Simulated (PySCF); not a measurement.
**[GaH2]-: triplet, from a bent start**

Aim: relax [GaH2]- as a triplet from a bent start, check by its vibrations whether the end is a minimum, and collect its spectrum and constants.

Program: PySCF 2.14.0. Level of theory: PBE0, basis Ga def2-TZVPD, H def2-TZVPD, no relativity, density fitting. These are calculated values, not measurements.

## 1. The starting structure

3 atoms, charge -1, spin multiplicity 3.

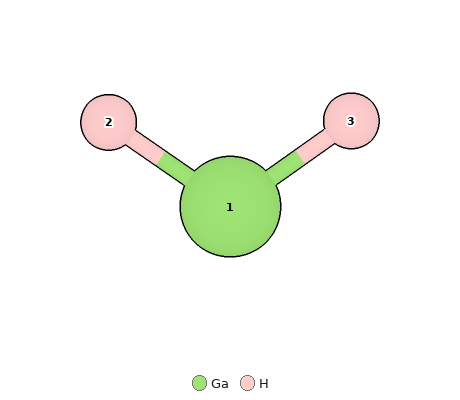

As it starts; gallium green, hydrogen pink; atoms are numbered from 1 in the order of the file.

Coordinates in bohr (charge -1 multiplicity 3):
```
Ga    0.0000    0.0000    0.0000
H     2.4149    0.0000    1.6909
H    -2.4149    0.0000    1.6909
```

## 2. Finding the electronic state

One driver script runs all steps and calls PySCF; scf.py shows how it sets up the SCF of each step. The optimiser is the driver's own. After this first run the driver tries any further starts and a stability analysis.

scf.py

```python
from pyscf import gto, scf, dft
mol = gto.M(atom='''
Ga     0.000000     0.000000     0.000000
H      1.277900     0.000000     0.894800
H     -1.277900     0.000000     0.894800''',
    basis={'Ga': 'def2-TZVPD', 'H': 'def2-TZVPD'},
    charge=-1, spin=2)
mf = dft.UKS(mol, xc='PBE0')
mf.grids.atom_grid = (50, 194)
aux = {'Ga': 'def2-universal-JKFIT', 'H': 'def2-universal-JKFIT'}
mf = mf.density_fit(auxbasis=aux)
mf.conv_tol = 1e-08
mf.diis_space = 10
mf.max_cycle = 60
mf.init_guess = 'minao'
mf.verbose = 4
mf.kernel()
```

Command:

```console
OMP_NUM_THREADS=2 python axn.py task.json out
```

The log of the run:

```text
init E= -1925.12377386083
[... the frontier-level lines of each cycle are left out ...]
cycle= 1 E= -1925.69668278121  delta_E= -0.573  |g|= 0.43  |ddm|= 1.06
cycle= 2 E= -1925.69911559947  delta_E= -0.00243  |g|= 0.504  |ddm|= 0.79
cycle= 3 E= -1925.73530108076  delta_E= -0.0362  |g|= 0.0354  |ddm|= 0.214
cycle= 4 E= -1925.73592502261  delta_E= -0.000624  |g|= 0.00825  |ddm|= 0.0639
cycle= 5 E= -1925.73596543482  delta_E= -4.04e-05  |g|= 0.00155  |ddm|= 0.0137
cycle= 6 E= -1925.73596893444  delta_E= -3.5e-06  |g|= 0.000663  |ddm|= 0.00486
cycle= 7 E= -1925.73596967111  delta_E= -7.37e-07  |g|= 0.000164  |ddm|= 0.00174
cycle= 8 E= -1925.73596972812  delta_E= -5.7e-08  |g|= 3.18e-05  |ddm|= 0.000627
cycle= 9 E= -1925.73596972997  delta_E= -1.85e-09  |g|= 3.67e-06  |ddm|= 0.000122
Extra cycle  E= -1925.73596973001  delta_E= -4.32e-11  |g|= 1.78e-06  |ddm|= 1.41e-05
converged SCF energy = -1925.73596973001  <S^2> = 2.0024888  2S+1 = 3.0016587
```

This step, with its further starts and checks, took 5.1 s on 2 threads of Arm Neoverse V2, shared host.

Energies from each starting density:

```
                      start   energy (Eh)
    the minimal-basis guess  -1925.735970
a thermally smeared density  -1925.735970
      a smeared PBE density  -1925.735970
```

The test of internal stability and the other starts found no lower solution of this spin.

## 3. Bent start, triplet: relaxation

The program finds C2v symmetry in the start, which this walk keeps. The walk stops when the largest gradient is under 0.0003 Eh/bohr and the energy has settled too.

Changes to scf.py since step 2:

```diff
@@ -3,3 +3,3 @@
-Ga     0.000000     0.000000     0.000000
-H      1.277900     0.000000     0.894800
-H     -1.277900     0.000000     0.894800''',
+Ga     0.000000     0.000000    -0.025424
+H      1.277900     0.000000     0.869376
+H     -1.277900     0.000000     0.869376''',
@@ -15 +14,0 @@
-mf.init_guess = 'minao'
```

The optimiser's trace:

```
step   energy (Eh)  change (kJ/mol)  largest symmetric gradient (Eh/bohr)
   0  -1925.735970             0.00                               0.01518
   1  -1925.738691            -7.14                               0.00440
   2  -1925.738931            -7.77                               0.00054
   3  -1925.738932            -7.78                               0.00035
   4  -1925.738933            -7.78                               0.00003
```

The walk took 3.6 s.

Geometry (Å) and forces (eV/Å) at some steps:

```
step 0
Ga   0.000   0.000  -0.025   0.000   0.000  -0.305
H    1.278   0.000   0.869   0.780   0.000   0.153
H   -1.278   0.000   0.869  -0.780   0.000   0.153
step 1
Ga   0.000   0.000   0.023   0.000   0.000  -0.089
H    1.365   0.000   0.845   0.227   0.000   0.045
H   -1.365   0.000   0.845  -0.227   0.000   0.045
step 2
Ga   0.000   0.000   0.042   0.000   0.000  -0.028
H    1.400   0.000   0.835   0.007   0.000   0.014
H   -1.400   0.000   0.835  -0.007   0.000   0.014
step 3
Ga   0.000   0.000   0.041   0.000   0.000  -0.018
H    1.399   0.000   0.836   0.008   0.000   0.009
H   -1.399   0.000   0.836  -0.008   0.000   0.009
step 4
Ga   0.000   0.000   0.039   0.000   0.000  -0.001
H    1.399   0.000   0.837   0.002   0.000   0.001
H   -1.399   0.000   0.837  -0.002   0.000   0.001
```

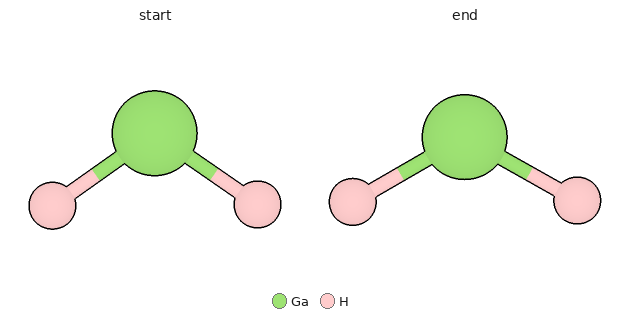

Start and end of the relaxation.

It settles in C2v symmetry, 7.8 kJ/mol below the start, after 4 steps: Ga–H 1.611 Å (×2); H–Ga–H 120.6°.

## 4. Hessian and properties

On the finer grid the gradient is checked again; gradients at displacements of ±0.02 bohr then give force constants and infrared intensities.

Changes to scf.py since step 3:

```diff
@@ -3,3 +3,3 @@
-Ga     0.000000     0.000000    -0.025424
-H      1.277900     0.000000     0.869376
-H     -1.277900     0.000000     0.869376''',
+Ga     0.000000     0.000000    -0.022692
+H      1.398822     0.000000     0.775950
+H     -1.398822     0.000000     0.775950''',
@@ -9 +9 @@
-mf.grids.atom_grid = (50, 194)
+mf.grids.atom_grid = (75, 302)
@@ -12 +12 @@
-mf.conv_tol = 1e-08
+mf.conv_tol = 1e-10
```

The driver hands on the density of the step before, so the log starts near convergence.

Log of the central SCF (cycles and frontier levels):

```text
init E= -1925.73886698641
[... the frontier-level lines of each cycle are left out ...]
cycle= 1 E= -1925.73886698642  delta_E= -6.37e-12  |g|= 6.38e-07  |ddm|= 6.87e-07
Extra cycle  E= -1925.73886698641  delta_E= 2.27e-12  |g|= 9.19e-07  |ddm|= 7.01e-07
converged SCF energy = -1925.73886698641  <S^2> = 2.0024781  2S+1 = 3.0016516
```

The whole step took 13 s.

Geometry: C2v; Ga–H 1.611 Å (×2); H–Ga–H 120.6°.

Modes, for the most abundant isotopes:

```csv
symmetry,ω (cm⁻¹),IR (km/mol),type
a1,685,168,bend
a1,1710,277,stretch
b2,1740,633,stretch
```

All wavenumbers are real: a minimum.

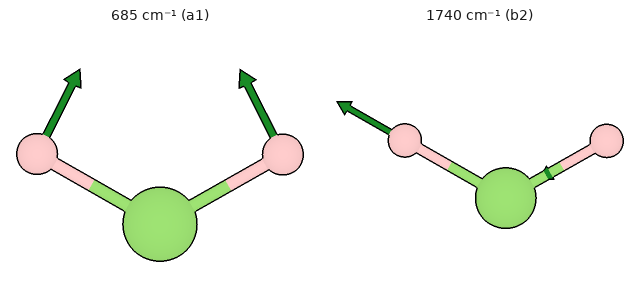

Displacements of 2 of the modes, as arrows (one member where a mode is degenerate).

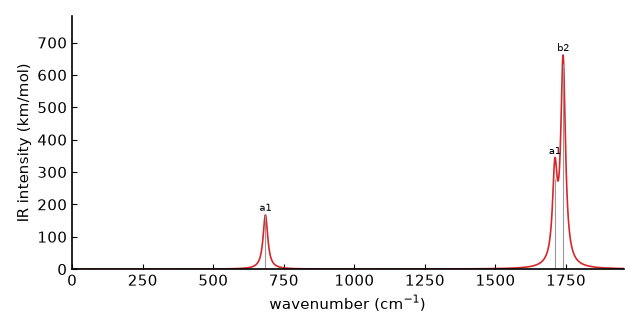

The harmonic infrared spectrum (widths in cm⁻¹). Lines are broadened to a width of 20 cm⁻¹ (Lorentzian).

Properties at this point:

| Quantity | Value |
| --- | --- |
| Dipole moment about the centre of mass | 0.18 D |
| Highest occupied level | 1.63 eV |
| Lowest empty level | 3.35 eV |
| Rotational constants | 13.5, 4.274, 3.246 cm⁻¹ |
| Zero-point energy | 24.7 kJ/mol |
| Principal polarisabilities | 88.4, 95.0, 150.6 bohr³ |
| Principal traceless quadrupole moments about the centre of mass | -1.49, -0.13, 1.61 D Å |
| Entropy at 298.15 K and 1 bar (electronic part: spin only) | 228.8 J/(mol K) |
| Heat capacity Cp at 298.15 K | 37.1 J/(mol K) |
| Enthalpy at 298.15 K above 0 K | 10.24 kJ/mol |
| Rotational symmetry number | 2 |
| Spin squared ⟨S²⟩ | 2.002 |

Charges (e) and bond orders:

| atom | Mulliken | Löwdin | polar tensor | spin (Mulliken) | Mayer order to Ga1 |
| --- | --- | --- | --- | --- | --- |
| Ga1 | -0.86 | -0.27 | -0.34 | 1.88 | – |
| H2,3 | -0.07 | -0.36 | -0.33 | 0.06 | 1.06 |

Mulliken populations on Ga1: s 7.30, p 14.46, d 10.08, f 0.01.

## 5. Outcome

| quantity | value |
| --- | --- |
| minimum | triplet, C2v |
| geometry | Ga–H 1.611 Å (×2); H–Ga–H 120.6° |
| wavenumbers (cm⁻¹) | 685 (a1), 1710 (a1), 1740 (b2) |
| dipole moment (centre of mass) | 0.18 D |
| highest occupied, lowest empty level (either spin) | 1.63, 3.35 eV |
| polar-tensor charge of Ga1 | -0.34 e |
| zero-point energy | 24.7 kJ/mol |
| entropy at 298.15 K | 228.8 J/(mol K) |
| ⟨S²⟩ | 2.002 |

**Reading.** The molecule stays C2v, as typed, and the end point is a minimum. In the infrared the band at 1740 cm⁻¹ (b2, stretch) leads. Most of the spin sits on Ga1 (Mulliken spin 1.88, against 2 for the whole molecule). Other starts or spin states, not run here, may lie lower. The highest occupied level lies above zero: either self-interaction error lifts it or the extra electron is not bound, and the basis holds it in place.

The search up to here took 21 s.
